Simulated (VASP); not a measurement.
Band structure of Be (hcp). Level of theory: rev-vdW-DF2, VASP's PBE PAW potentials (set 64) (plane waves; VASP).

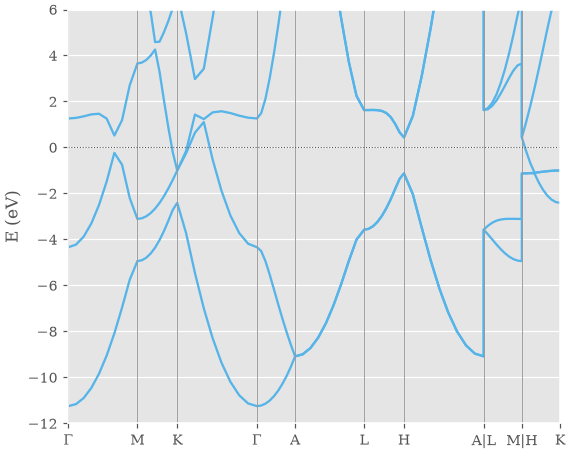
Fig. 1. Bands along high-symmetry lines, zero at the valence-band maximum or, without a gap, the Fermi level

Task: Read the plot: is there a gap, and where are the band edges?

Result: It has no gap at this level: it comes out as a metal or semimetal. (Edges off the drawn lines would not show.)

The compound is Be in the hcp structure. It was relaxed first.
